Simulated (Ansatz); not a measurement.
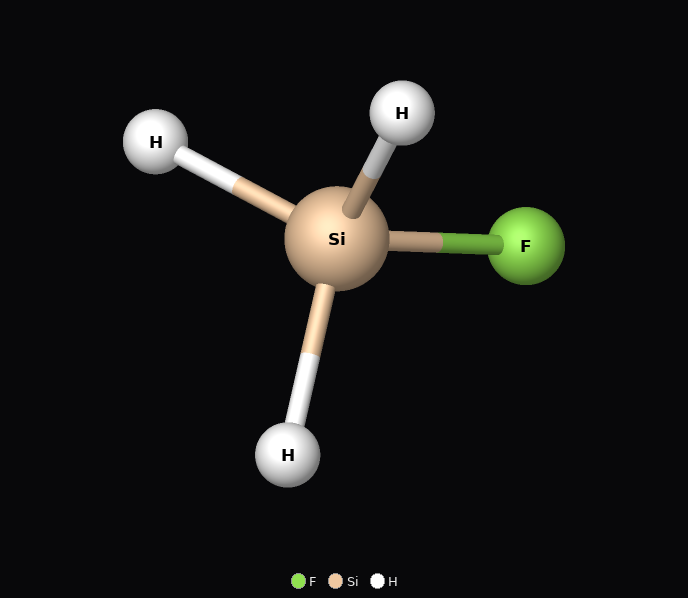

Sticks follow a distance rule. Harmonic vibrations computed with RKS PBE0-D4/def2-TZVP (Ansatz 0.2.0) at a stationary point of the same level.

Q: Minimum or transition state?

A: A minimum: no imaginary frequency, and the lowest mode lies at 722 cm⁻¹.

Q: List the wavenumbers.

A: 9 modes: 722, 722, 880, 956, 956, 987, 2250, 2257, 2258 cm⁻¹.
